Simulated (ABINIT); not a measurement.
# Beyond one shot: CsCaBr3 (Pm-3m), part 3 of 3

How far does self-consistency move the gap of CsCaBr3 (Pm-3m)?

ABINIT 10.8.3; LDA and many-body steps on it, plane waves. Known limits of the many-body steps: not at the basis limit; no spin-orbit coupling; coarse k mesh.

So far. Step 10 (evGW, cycle 1): Against G0W0 in ABINIT (2×2×2 mesh, 246 bands, screening to 130.6 eV, Godby-Needs plasmon pole), the gap moves by +0.846 eV. Step 13 (evGW, cycle 2): Against the cycle before, the gap moves by +0.049 eV.

### 15. Screening, 2×2×2 mesh, 246 bands, screening to 130.6 eV

This step: RPA screening on LDA from quasiparticle energies, plane waves, norm-conserving pseudopotentials.

File run.abi:

```
acell 3*1.0 Angstrom
rprim 
  5.708665730000 0.000000000000 0.000000000000
  0.000000000000 5.708665730000 0.000000000000
  0.000000000000 0.000000000000 5.708665730000
ntypat 3
znucl 55 20 35
natom 5
typat 1 2 3 3 3
xred 
  0.000000000000 0.000000000000 0.000000000000
  0.500000000000 0.500000000000 0.500000000000
  0.500000000000 0.000000000000 0.500000000000
  0.000000000000 0.500000000000 0.500000000000
  0.500000000000 0.500000000000 0.000000000000
pp_dirpath "pseudos"
pseudos "Cs.upf, Ca.upf, Br.upf"
ecut 30
ngkpt 2 2 2
nshiftk 1
shiftk 0 0 0
kptopt 1
chksymbreak 0
istwfk *1
occopt 1
irdwfk 1
optdriver 3
nband 246
ecuteps 4.8
inclvkb 2
awtr 1
symchi 1
irdqps 1
gwcalctyp 10
nqptdm 3
qptdm 
  0.5000000000 0.0000000000 0.0000000000
  0.5000000000 0.5000000000 0.0000000000
  0.5000000000 0.5000000000 0.5000000000
indata_prefix "in"
outdata_prefix "out"
tmpdata_prefix "tmp"
```

File mrgscr.stdin:

```
2
merged
q0_SCR
out_SCR
1
```

Launch:

```bash
OMP_NUM_THREADS=1 mpirun -n 4 abinit run.abi > log; mrgscr < mrgscr.stdin
```

Numbers of over 12 decimals in the logs are rounded to 6 here.

Output:

```text
.Version 10.8.3 of ABINIT. v10.8.2 released Aug 2026.

 Symmetries : space group Pm -3 m (#221); Bravais cP (primitive cubic)
[... echo of the input left out ...]
== DATASET  1 ==================================================================
-   mpi_nproc: 4, omp_nthreads: 1 (-1 if OMP is not activated)

--- !DatasetInfo
iteration_state: {dtset: 1, }
dimensions: {natom: 5, nkpt: 4, mband: 246, nsppol: 1, nspinor: 1, nspden: 1, mpw: 9952, }
cutoff_energies: {ecut:  30.0, pawecutdg:  -1.0, }
[...]
q-point number  1        q = ( 0.500000, 0.000000, 0.000000) [r.l.u.]
--------------------------------------------------------------------------------
[... chi0 elements left out ...]
  Average fulfillment of the sum rule on Im[epsilon] for q-point    2 :     97.22  [%]

--------------------------------------------------------------------------------
  q-point number  2        q = ( 0.500000, 0.500000, 0.000000) [r.l.u.]
--------------------------------------------------------------------------------
[... chi0 elements left out ...]
  Average fulfillment of the sum rule on Im[epsilon] for q-point    3 :     94.88  [%]

 [... 1 further q-points ...]
```

Run time: 35 s. Hardware: 4 MPI ranks of Arm Neoverse V1, shared host; peak memory 1.8 GiB; 2.4 min of CPU time.

Numbers from this step:

| Item | Value |
| --- | --- |
| plasma frequency | 17.22 eV |
| plane waves in the screening matrix | 619 |

This screening reads the quasiparticle levels of the cycle before.

### 16. evGW, cycle 3

This step: evGW on LDA, plane waves, norm-conserving pseudopotentials.

run.abi: that of step 15 with these lines changed.

```diff
@@ -26,12 +26,10 @@
 irdwfk 1
-optdriver 3
+optdriver 4
 nband 246
-ecuteps 4.8
-inclvkb 2
-awtr 1
-symchi 1
-irdqps 1
 gwcalctyp 10
-nqptdm 3
-qptdm 
+ecutsigx 30
+symsigma 1
+nkptgw 4
+kptgw 
+  0.0000000000 0.0000000000 0.0000000000
   0.5000000000 0.0000000000 0.0000000000
@@ -39,2 +37,11 @@
   0.5000000000 0.5000000000 0.5000000000
+bdgw 
+  9 29
+  9 29
+  9 29
+  9 29
+ecuteps 4.8
+irdscr 1
+ppmodel 1
+irdqps 1
 indata_prefix "in"
```

Launch:

```bash
OMP_NUM_THREADS=1 mpirun -n 4 abinit run.abi > log
```

Output:

```text
.Version 10.8.3 of ABINIT. v10.8.2 released Aug 2026.

 Symmetries : space group Pm -3 m (#221); Bravais cP (primitive cubic)
[... echo of the input left out ...]
== DATASET  1 ==================================================================
-   mpi_nproc: 4, omp_nthreads: 1 (-1 if OMP is not activated)

--- !DatasetInfo
iteration_state: {dtset: 1, }
dimensions: {natom: 5, nkpt: 4, mband: 246, nsppol: 1, nspinor: 1, nspden: 1, mpw: 9952, }
cutoff_energies: {ecut:  30.0, pawecutdg:  -1.0, }
[...]
.  kptgw no:  2; Maximum DeltaE = (  -0.001  -0.000) for band index: 19
.  kptgw no:  3; Maximum DeltaE = (  -0.002  -0.000) for band index: 21
.  kptgw no:  4; Maximum DeltaE = (  -0.003   0.000) for band index: 13

== END DATASET(S) ==============================================================
================================================================================

 -outvars: echo values of variables after computation  --------
           etotal      0.0000000000E+00
            nband         246
             nkpt           4
          spgroup         221
 [... the other variables as echoed above ...]

 Calculation completed.
```

Wall time 7.9 min (4 MPI ranks); peak memory 2.4 GiB.

Numbers from this step:

```
quasiparticle gap on the mesh                         : 7.22 eV
gap of the density functional on the mesh             : 4.079 eV
k of the valence top                                  : 0.5, 0.5, 0.5
k of the conduction bottom                            : 0, 0, 0
least direct quasiparticle gap on the computed points : 7.466 eV
```

Against the cycle before, the gap moves by +0.001 eV.

### 17. The runs together

Times are wall times on 4 MPI ranks of Arm Neoverse V1, shared host, good to a factor of about two. A run's time includes the screening step that it read.

```
           run   mesh  bands  screening cutoff (eV)  DFT gap (eV)  gap on the mesh (eV)  direct (eV)  ε∞ used     time
          G0W0  2×2×2    246                  130.6         4.079                 6.324        6.578     3.20  2.4 min
evGW0, cycle 1  2×2×2    246                  130.6         4.079                 6.805        7.057     3.20  9.3 min
evGW0, cycle 2  2×2×2    246                  130.6         4.079                 6.636        6.890     3.20  9.4 min
evGW0, cycle 3  2×2×2    246                  130.6         4.079                 6.643        6.897     3.20  9.4 min
 evGW, cycle 1  2×2×2    246                  130.6         4.079                 7.170        7.416     2.59  9.3 min
 evGW, cycle 2  2×2×2    246                  130.6         4.079                 7.219        7.465     2.52  9.6 min
 evGW, cycle 3  2×2×2    246                  130.6         4.079                 7.220        7.466     2.52  9.4 min
```

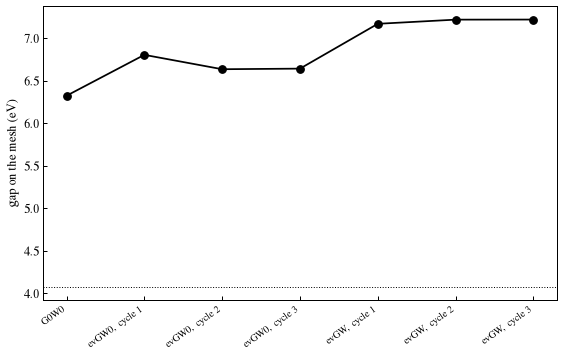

The gap through the cycles; the dotted line is the starting gap.

### 18. What came out

* G0W0: 6.324 eV
* evGW0, cycle 1: 6.805 eV
* evGW0, cycle 2: 6.636 eV
* evGW0, cycle 3: 6.643 eV
* evGW, cycle 1: 7.170 eV
* evGW, cycle 2: 7.219 eV
* evGW, cycle 3: 7.220 eV
* known limits: not at the basis limit; no spin-orbit coupling; coarse k mesh

What this shows: Only the bands that the input lists are updated; the others, empty or deep, keep the functional's energies or take a rigid shift. The evGW loop starts from the last levels of evGW0, so its cycles and time come on top of those. evGW0 ends at 6.64 eV, +0.32 eV from G0W0, after 3 cycles that took 24 min beside the first screening; the last moved the gap by 0.007 eV. evGW ends at 7.22 eV, +0.90 eV from G0W0, after 3 cycles that took 28 min beside the first screening; the last moved the gap by 0.001 eV. The first cycle of evGW0 takes the full correction, without the factor Z, so it overshoots the one-shot value. Bands and cutoff are finite, so the gap is not at the basis limit. The miss can reach some tenths of an eV and take either sign; the mesh is an error of its own. The 2×2×2 mesh is coarse for this cell, which bears on the long-range parts of exchange and screening. This is the ideal cubic cell; many perovskites, halides above all, are cubic only on average, and local tilts or off-centring can widen the gap. In the updated screening the q = 0 part is built from Kohn-Sham bands under a rigid shift, the other q from the quasiparticle levels. The many-body steps are scalar-relativistic: spin-orbit coupling is not in them.

[Paths, hosts, dates, memory and timing lines, banners, echoed tables and standing remarks are left out of the program output.]

[Logs are printed without paths, hosts, clocks, repeated set-up lines and the standing remarks that a program may print on its own settings, such as how far it seeks lower states.]

[Runs of the session that timed out or met a known fault of the program may be left out.]

[Hosts, paths, dates, database ids (printed as entryN), source tags and the programs' standing remarks are cut or masked in the printed files.]

[G0W0 gaps are taken among the corrected bands and points alone; a level outside them can change the order at an edge.]

[Where Ansatz stands beside ABINIT at settings called matched, ABINIT's density can come from a denser mesh and the files from another edition; pairs whose starting gaps differed by over 0.03 eV were left out, so agreement reads better than it is.]
